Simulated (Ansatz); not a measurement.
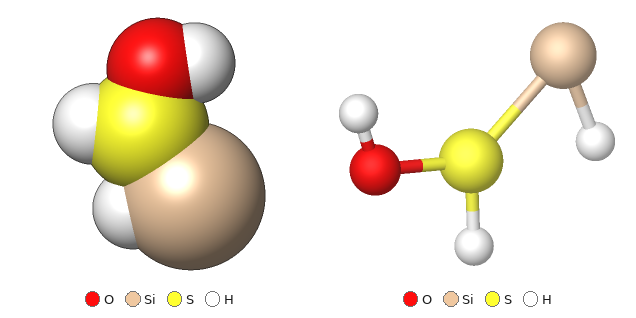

Simulated data, not a measurement (program: Ansatz).

Both panels show the same species.

Charge +1, singlet.

Describe the molecule.

It has 6 atoms: 3 hydrogen, 1 oxygen, 1 sulfur and 1 silicon (H₃OSSi⁺). This geometry has Cs symmetry. All atoms lie on one plane. Coordination: 1 O bent; 1 Si bent; 1 S trigonal planar.
